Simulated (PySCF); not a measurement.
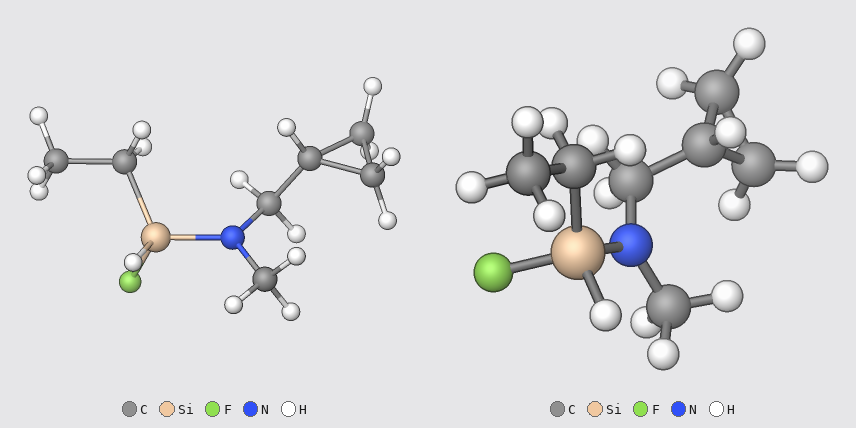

Two views of one molecule.

> Count the atoms of each element.

C7H16FNSi, 26 atoms: 7 carbon, 16 hydrogen, 1 fluorine, 1 nitrogen and 1 silicon.

> Name some functional groups or characteristic bonds that it holds.

Among them: Si–H bond, Si–N bond.

> Write the SMILES.

CC[Si@@H](F)N(C)CC1CC1

> Count the bonded pairs by element.

15 C–H, 5 C–C, 2 C–N, 1 C–Si, 1 F–Si, 1 N–Si, 1 Si–H.

The parts below concern this one geometry. Atoms keep their numbers from picture to picture. The computed structure is the end point of a PBE0-D3(BJ)/def2-SVP optimisation. No frequency run is at hand to confirm it as a minimum.

**Geometry**

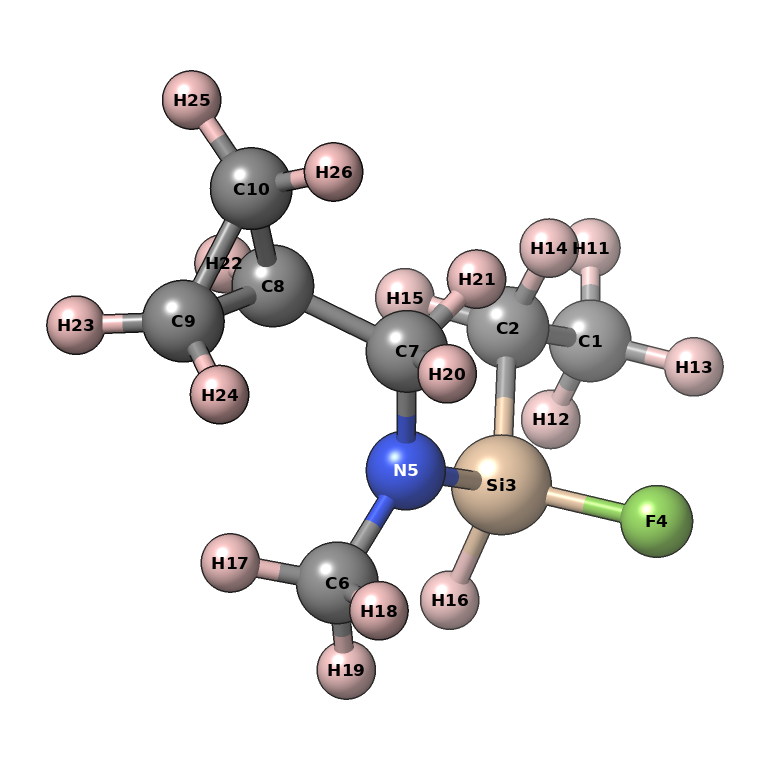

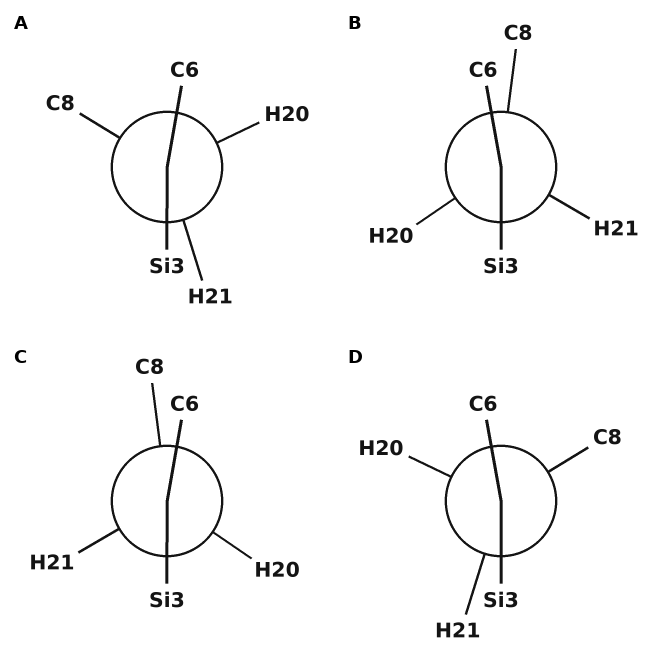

Atoms fade into the background with distance from the viewer. Bonds that would overlap in a projection are set slightly apart. No frequency run is at hand to confirm it as a minimum.

> Which Newman projection shows the view along N5–C7, with N5 in front?

A. The torsion angle Si3–N5–C7–C8 is 122°, anticlinal.

**Bond orders**

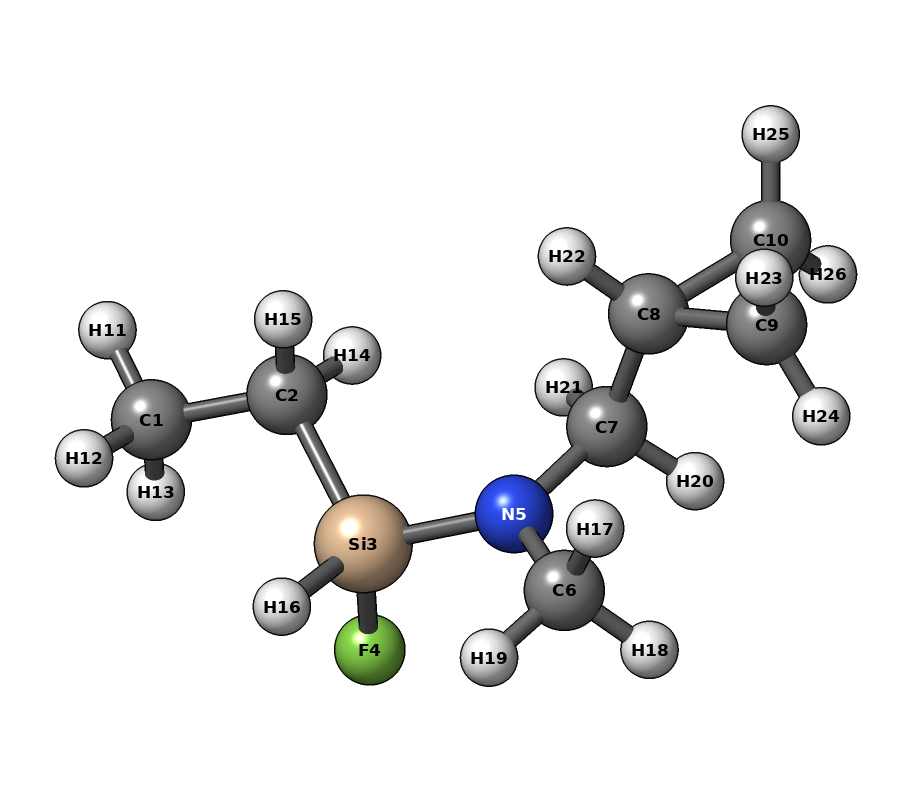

Every bond is drawn as one stick. No frequency run is at hand to confirm it as a minimum. Computed with PBE0/pcSseg-1 (PySCF 2.14.0).

List the Mayer bond orders of C1–C2, C2–Si3, Si3–F4, Si3–N5, N5–C6, N5–C7, C7–C8, C8–C9, C8–C10, C9–C10 (bonds between heavy atoms, one of each equivalent set).

```
  bond  Mayer order  length (Å)
 C1–C2         1.05       1.528
C2–Si3         0.91       1.868
Si3–F4         0.93       1.641
Si3–N5         1.01       1.718
 N5–C6         0.96       1.445
 N5–C7         0.95       1.448
 C7–C8         1.01       1.510
 C8–C9         0.95       1.502
C8–C10         0.95       1.500
C9–C10         0.98       1.499
```

**NMR shielding**

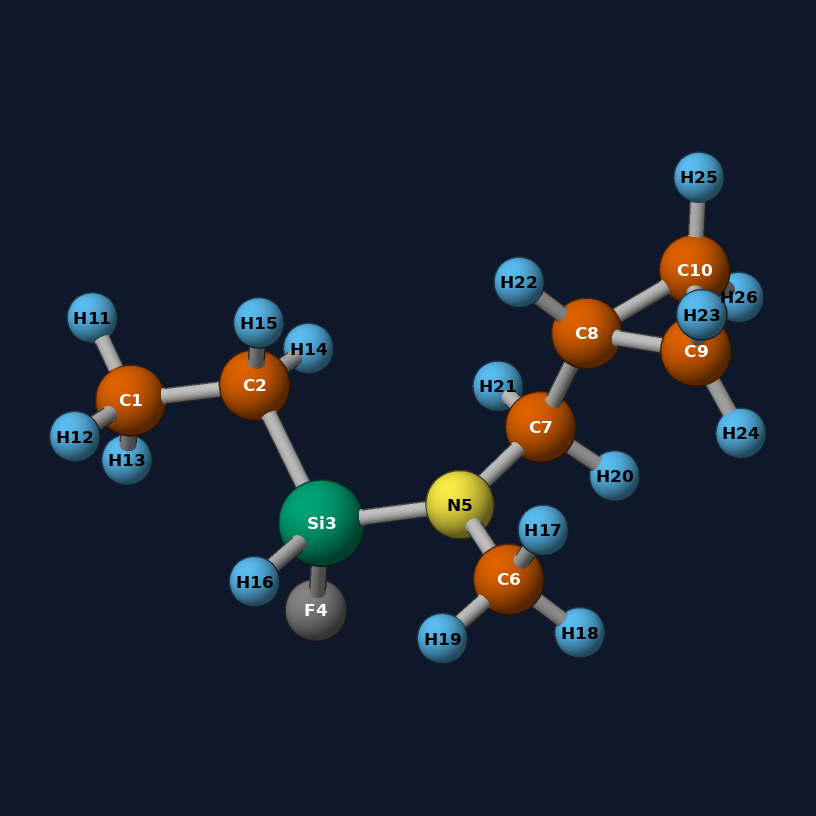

No frequency run is at hand to confirm it as a minimum. Method: GIAO PBE0/pcSseg-1 NMR shielding, non-relativistic, IEF-PCM tetrahydrofuran (PySCF 2.14.0). Principal shieldings σ11 ≤ σ22 ≤ σ33, span Ω = σ33 − σ11, skew κ = 3(σiso − σ22)/Ω.

Give the shielding tensors of the N atoms.

```json
{"atom": "N5", "σ11": "148.8", "σ22": "208.4", "σ33": "251.8", "σiso": "203.0", "Ω": "103.0", "κ": "−0.16"}
```

Shieldings and span in ppm.

**Dipole moment**

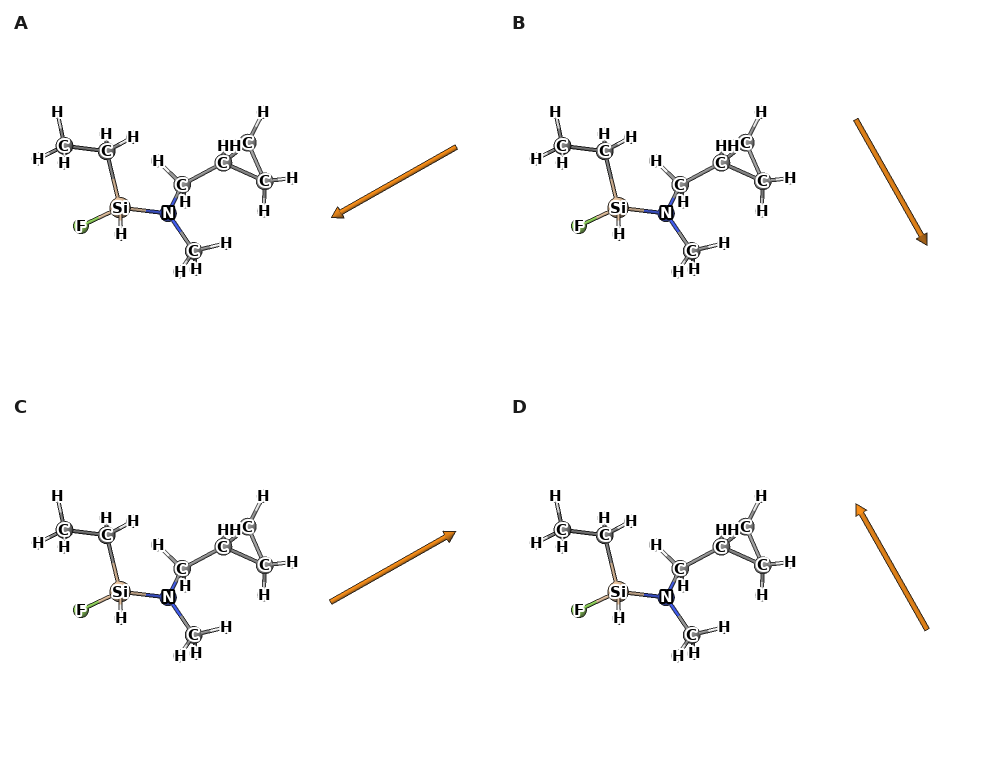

The same molecule four times, each with an arrow. No frequency run is at hand to confirm it as a minimum. Method: PBE0/pcSseg-1 in water (IEF-PCM) (PySCF 2.14.0).

> Which arrow points along the dipole moment, from the negative to the positive end?

C. The dipole moment is 2.65 D.
